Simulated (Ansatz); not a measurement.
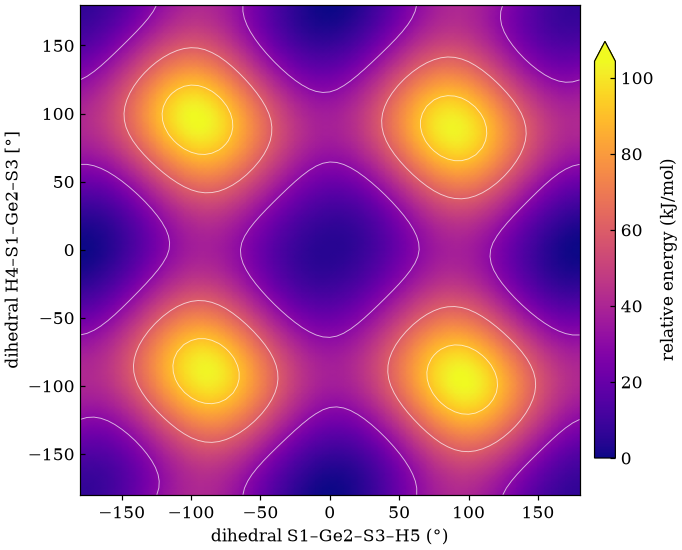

GeH2S2, SMILES [SH][Ge][SH]. 
- The first coordinate is: dihedral S1–Ge2–S3–H5; the second: dihedral H4–S1–Ge2–S3.
- Nothing is relaxed (all other coordinates rigid).
- Grid: 18 × 18 points; 91 points were computed and 233 follow by symmetry.
- Points are written as (first, second).
- Energies are in kJ/mol, from the lowest grid point.
- These are results of Ansatz, RKS PBE0-D4/def2-SVP, not measurements.

In the figure: a smooth colour map with a few white contour lines, one colour for all values above the top of the scale. Between grid points the surface is interpolated.

The lowest grid point is at (−180°, 0°); the map holds 2 wells of about this depth. Higher local minima lie near (0°, 0°) (4.5 kJ/mol above the lowest at that grid point); (−180°, −180°) (7 kJ/mol above the lowest at that grid point). The highest grid point, (−100°, 100°), lies 104 kJ/mol above the lowest. On the interpolated surface the easiest way out of the lowest well to the well at (0°, 0°) passes a barrier of about 38 kJ/mol. Round the minimum the valley is somewhat tilted: raising dihedral S1–Ge2–S3–H5 shifts the best value of dihedral H4–S1–Ge2–S3 upwards (coupling k₁₂/√(k₁₁k₂₂) about −0.2).

The level of theory is changed to RKS wB97X-V/def2-SVP in Ansatz 0.2.0; with it change the reference geometry, relaxed at the new level; the new grid has 9 × 9 points, laid about the new relaxed structure.

**How does the landscape change?**

The minimum (interpolated where it lies between grid points) moves from (−180°, 0°) to about (180°, 0°). The span from the lowest to the highest grid point shrinks from 104 to 99 kJ/mol. The easiest pass out of the lowest well goes from about 38 to about 39 kJ/mol on the interpolated surfaces.

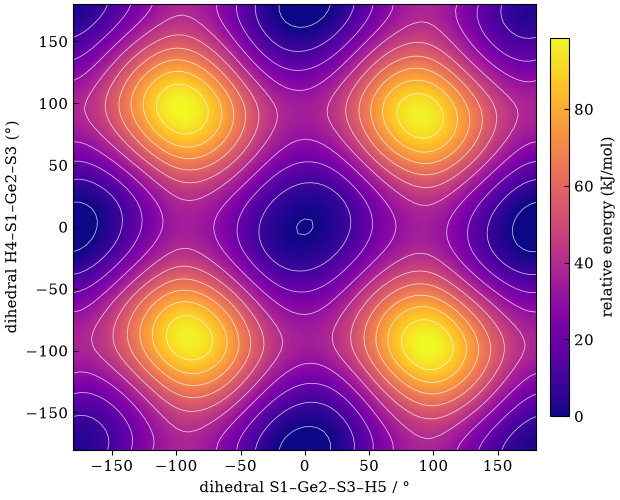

The map after the change, on a colour scale of its own. Drawn: a smooth colour map with a few white contour lines. Between grid points the surface is interpolated.
